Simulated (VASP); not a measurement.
Band structure of Li₂S (antifluorite). Calculation: RPBE GGA, VASP's PBE PAW potentials (set 64) (plane waves; VASP).

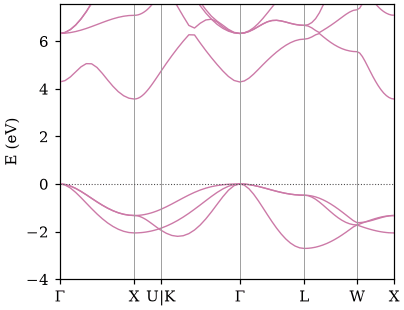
Fig. 1. Bands along high-symmetry lines, zero at the valence-band maximum or, without a gap, the Fermi level

### Question
Read the plot: is there a gap, and where are the band edges?

### Answer
The gap is indirect, 3.57 eV, from the valence maximum at Γ to the conduction minimum at X. (Edges off the drawn lines would not show.)

The compound is Li2S in the antifluorite structure. It was relaxed first.
